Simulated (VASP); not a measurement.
Band structure of InPd. Calculation: PBE GGA, VASP's PBE PAW potentials (set 64) (plane waves; VASP).

The cell holds a wide vacuum, so values per volume refer to the whole cell. Unless said otherwise, spin-orbit coupling is left out, though it shifts the bands of the heavy elements here.

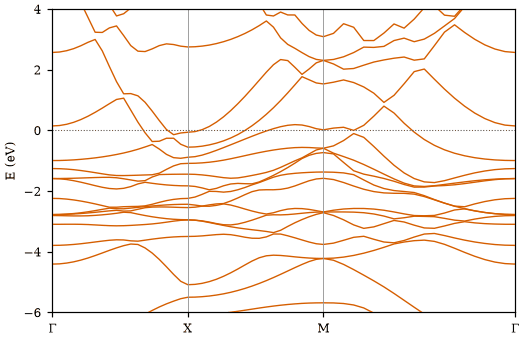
Figure. Bands along high-symmetry lines, zero at the valence-band maximum or, without a gap, the Fermi level

Task: Read the plot: is there a gap, and where are the band edges?

Result: It has no gap at this level: it comes out as a metal or semimetal.

The cell is a sheet with vacuum, built from a generated structure.
